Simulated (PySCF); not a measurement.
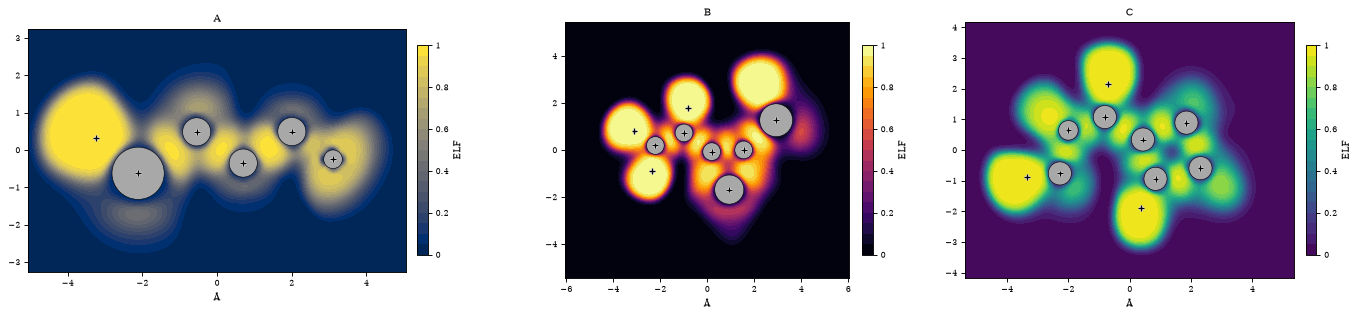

The ELF of 3 systems, each on a plane through atoms (crosses mark nuclei in the plane; grey discs cover the cores).

The calculation used PBE0/pcSseg-1, SCF density, gas phase, non-relativistic (PySCF).

System 1: C3H5F5Si (SMILES FC(F)(F)C(F)(F)C[SiH3]), the plane of atoms C8, Si9 and H13. Geometry: GFN2-xTB.

```yaml
atoms:
  - { symbol: F, position_ang: [-2.2196, 1.0038, -1.0223] }
  - { symbol: C, position_ang: [-1.9933, 0.4337, 0.1659] }
  - { symbol: F, position_ang: [-1.9560, 1.4166, 1.0718] }
  - { symbol: F, position_ang: [-3.0409, -0.3344, 0.4490] }
  - { symbol: C, position_ang: [-0.6529, -0.3470, 0.1497] }
  - { symbol: F, position_ang: [-0.5211, -0.9458, 1.3626] }
  - { symbol: F, position_ang: [-0.7921, -1.3626, -0.7429] }
  - { symbol: C, position_ang: [0.5315, 0.5191, -0.1736] }
  - { symbol: Si, position_ang: [2.1529, -0.5115, -0.1720] }
  - { symbol: H, position_ang: [0.3570, 0.9750, -1.1472] }
  - { symbol: H, position_ang: [0.5754, 1.3158, 0.5675] }
  - { symbol: H, position_ang: [2.3322, -1.0626, 1.1675] }
  - { symbol: H, position_ang: [3.2020, 0.4493, -0.5091] }
  - { symbol: H, position_ang: [2.0242, -1.5499, -1.1891] }
```

System 2: C8H9N, the plane of atoms C4, C3 and H13. Geometry: GFN2-xTB.

```yaml
atoms:
  - { symbol: C, position_ang: [2.6103, 0.6427, -1.3973] }
  - { symbol: N, position_ang: [2.6016, 0.0676, -0.0858] }
  - { symbol: C, position_ang: [1.5316, -0.3691, 0.4332] }
  - { symbol: C, position_ang: [0.1951, -0.3948, -0.1083] }
  - { symbol: C, position_ang: [-0.4500, 0.0344, -1.2098] }
  - { symbol: C, position_ang: [-1.8015, -0.4461, -0.7463] }
  - { symbol: C, position_ang: [-2.5056, 0.5226, 0.1803] }
  - { symbol: C, position_ang: [-1.8784, 0.0908, 1.2700] }
  - { symbol: C, position_ang: [-1.0697, -0.9488, 0.5311] }
  - { symbol: H, position_ang: [2.2052, -0.0461, -2.1450] }
  - { symbol: H, position_ang: [3.6433, 0.8822, -1.6484] }
  - { symbol: H, position_ang: [2.0140, 1.5592, -1.4280] }
  - { symbol: H, position_ang: [1.6348, -0.7912, 1.4293] }
  - { symbol: H, position_ang: [-0.1812, 0.5762, -2.0968] }
  - { symbol: H, position_ang: [-2.3932, -1.0735, -1.4028] }
  - { symbol: H, position_ang: [-3.2155, 1.2993, -0.0325] }
  - { symbol: H, position_ang: [-1.8724, 0.3770, 2.3049] }
  - { symbol: H, position_ang: [-1.0770, -1.9759, 0.8758] }
```

System 3: C5H6F3OPSi, the plane of atoms C1, C2 and C3. Geometry: GFN2-xTB.

```xyz
17

C     2.6293   -1.0506    0.7746
C     1.3318   -1.3325    0.6785
C     0.4254   -0.5005   -0.0337
C    -0.8809   -0.3878   -0.4064
Si   -2.5145   -1.2964   -0.2604
P     0.1568    0.9133   -1.0824
O     0.5332    1.1977   -2.4695
C    -0.0416    2.4573   -0.0301
F    -0.4115    2.1741    1.2204
F    -0.9614    3.2718   -0.5468
F     1.1064    3.1348    0.0353
H     3.3139   -1.6816    1.3138
H     3.0394   -0.1694    0.3058
H     0.9002   -2.2095    1.1446
H    -3.1222   -1.3186   -1.5874
H    -2.2005   -2.6410    0.2226
H    -3.3107   -0.5491    0.7112
```

**Match each panel to its system.**

Panel A is system 1, C3H5F5Si: the plane holds C, F, Si and H. C–F (1.33 Å): the ELF peaks at about 0.85 between the atoms (a polar covalent bond). Panel B is system 3, C5H6F3OPSi: the plane holds C, Si, P and H. C–C (1.33 Å): the ELF peaks at about 0.95 between the atoms: a multiple bond. Panel C is system 2, C8H9N: the plane holds C, N and H. C–N (1.27 Å): the ELF peaks at about 0.90 between the atoms; a short, multiple covalent bond.
